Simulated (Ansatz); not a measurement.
## Electronic structure of BF2H3Si in real space

Input file:

```
crystal:
  periodic: [false, false, false]
  atoms:
    - { symbol: B, position_ang: [-0.662, 0.8816, -0.07] }
    - { symbol: Si, position_ang: [0.4851, -0.597, 0.025] }
    - { symbol: F, position_ang: [0.7011, -1.0017, 1.6294] }
    - { symbol: F, position_ang: [-0.1173, -1.8936, -0.7925] }
    - { symbol: H, position_ang: [-1.0073, 1.3613, -1.1531] }
    - { symbol: H, position_ang: [-1.1418, 1.4254, 0.9046] }
    - { symbol: H, position_ang: [1.8033, -0.2441, -0.5891] }
basis:
  gaussian: { orbitals: "6-31G*" }
hamiltonian:
  xc: pbe0
  dispersion: d4
relax:
  f_tol: 0.02
  max_steps: 50
output:
  orbitals: {}
```

Run with:

```sh
ansatz run input.yaml --threads 1 --pin off --max-ram 2048MiB --backend cpu --events-out ev --progress --plain --runs-dir out
```

The fields are those of the relaxed geometry.

These are results of RKS PBE0-D4/6-31G* in Ansatz 0.2.0, not measurements.

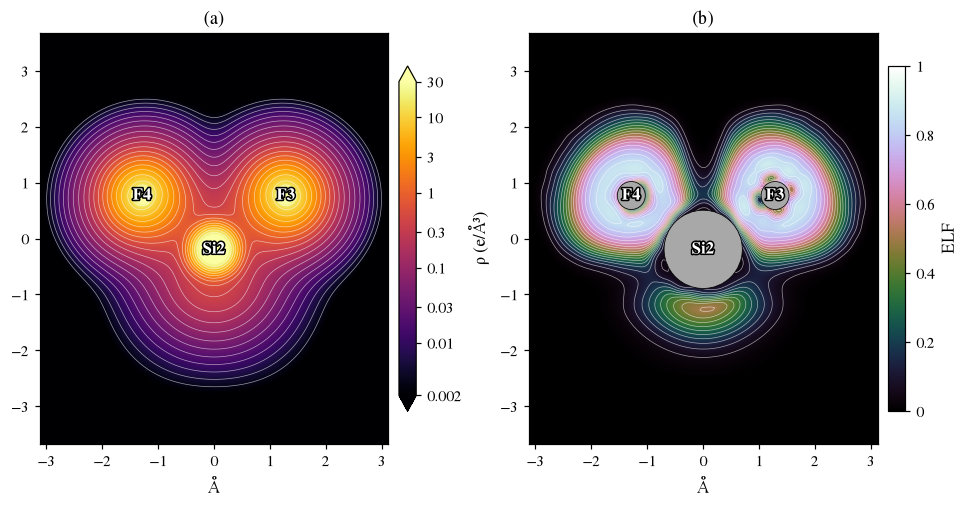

Figure 1. (a) total electron density; (b) electron localisation function on the plane of atoms F3, Si2 and F4. Grey discs cover the atomic cores in the ELF map.

Q: Describe what can be read from this map.

A: Atoms in the plane: Si and F.
Si–F (1.61 Å): ρ is about 1.1 e/Å³ halfway; the ELF peaks at about 0.85 in the valence shell of F, 0.6 Å from its nucleus, and is about 0.55 at the midpoint.
The ELF also peaks beside F4 and F3, away from the bonds: lone-pair regions.

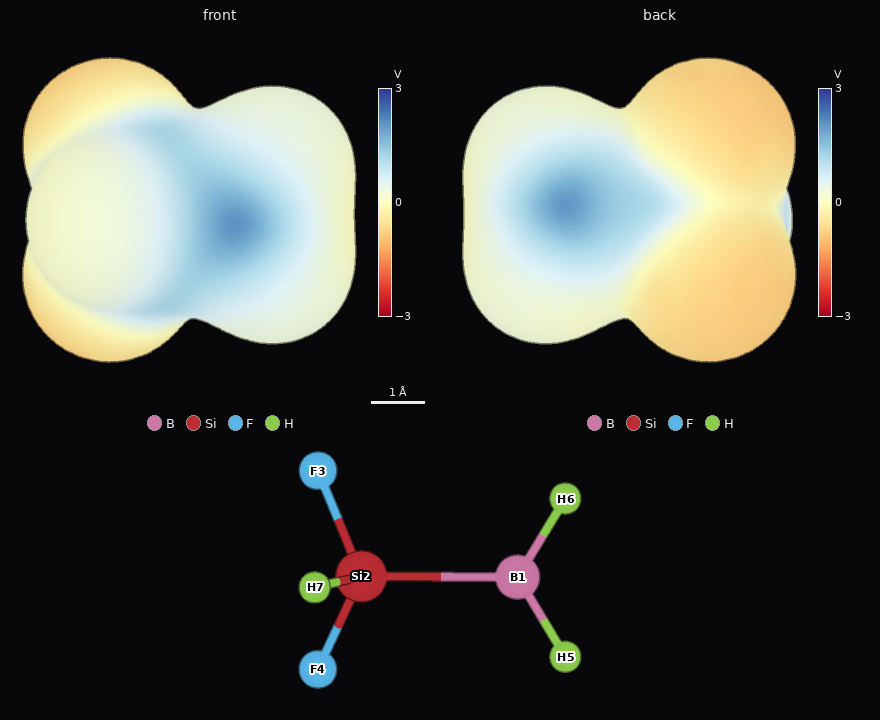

Figure 2. The molecular electrostatic potential painted on the density surface at 0.001 e/bohr³, seen from the front and from behind; red is negative and blue positive. The bare structure is drawn below in the same view.

Q: Describe the electrostatic potential map.

A: The most negative region (about −0.8 V, or −18 kcal/mol for a unit charge) lies over F3 and F4, the most positive (about +2.0 V, or +46 kcal/mol for a unit charge) over B1.

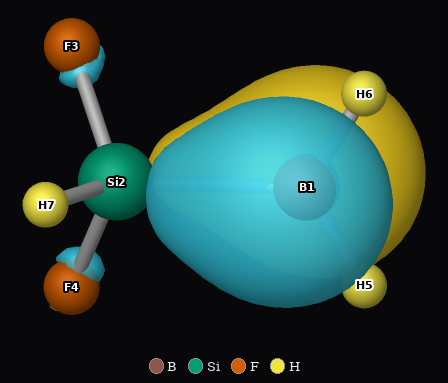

Figure 3. One frontier orbital at ±0.15 Å⁻³ᐟ² (yellow and cyan are the two phases), seen at a tilt.

Q: Which orbital is it: HOMO or LUMO?

A: The LUMO, at −2.77 eV. Its weight (Hirshfeld) is mainly on B1 (about 65 %), Si2 (about 20 %), H6 (about 5 %) and H5 (about 5 %).

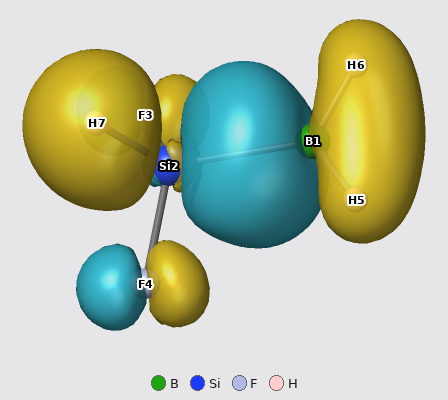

Figure 4. One frontier orbital at ±0.1 Å⁻³ᐟ² (yellow and cyan are the two phases), seen at a tilt.

Q: Which orbital is it: HOMO or LUMO?

A: The HOMO, at −8.56 eV. It lies mainly on B1 (about 30 %), Si2 (about 30 %), H7 (about 15 %), F3 (about 5 %) and F4 (about 5 %).
